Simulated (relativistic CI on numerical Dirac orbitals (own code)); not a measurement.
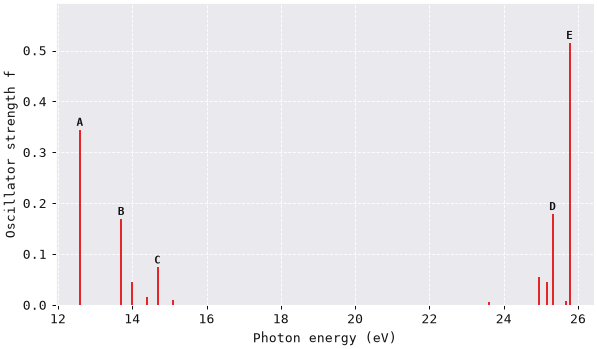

Computed spectrum: absorption lines from the lowest level (oscillator strengths f) of an atom or ion with 72 electrons. The calculation used relativistic configuration interaction, KLI exchange-only orbitals, Breit term, model QED, valence Slater integrals scaled by 0.85, a P86 correlation estimate for each configuration.

Levels without a good LS label are named by their open jj subshells in square brackets.

### Identify the ion and assign the lettered lines.

Re IV (Re³⁺). A: 5d³ 6p [(5d₃/₂)³ 6p₁/₂] J = 1 ← 5d⁴ ⁵D₀, 12.59 eV, f = 0.34; B: 5d³ 6p [(5d₃/₂)² 5d₅/₂ 6p₁/₂] J = 1 ← 5d⁴ ⁵D₀, 13.71 eV, f = 0.17; C: 5d³ 6p [(5d₃/₂)² 5d₅/₂ 6p₃/₂] J = 1 ← 5d⁴ ⁵D₀, 14.68 eV, f = 0.074; D: 5d³ 7p J = 1 (odd, mixed, level 362) ← 5d⁴ ⁵D₀, 25.32 eV, f = 0.18; E: 5d³ 5f J = 1 (odd, mixed, level 396) ← 5d⁴ ⁵D₀, 25.78 eV, f = 0.52.

Limits of the model: near-neutral ion: configurations can be misplaced by up to about 10000 cm⁻¹, over 20000 where the f count changes; rates and lifetimes follow the computed energies and can be off by orders of magnitude; the fine structure of a weakly bound d or f electron outside closed shells is too small or inverted; only a limited list of configurations is included, so lower levels can be missing; only lines among the lowest 400 of 9645 levels are drawn, so those from 5d³ 5f, 5d³ 7p, 5d³ 6d and 5d³ 7s are incomplete.
